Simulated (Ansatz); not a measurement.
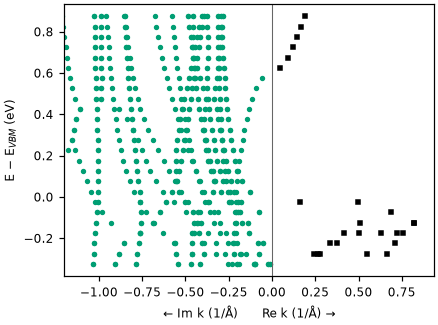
Fig. 1. Complex bands at the centre of the two-dimensional zone; PBEsol run with Ansatz (a quantum-chemistry and plane-wave program)

No gap correction and no spin-orbit coupling; mid-gap values are interpolated between computed energies.

Task: This is FeS2 (Pa-3, 12 atoms a cell, 13.1 Å³ an atom, -6 GPa at this level) along the normal of (110). Read off the slowest decay at the centre of the two-dimensional zone at 0.33 eV, the computed energy nearest the middle of the gap.

Result: κ ≈ 0.16 1/Å, a decay length 1/(2κ) of the density of 3.1 Å.
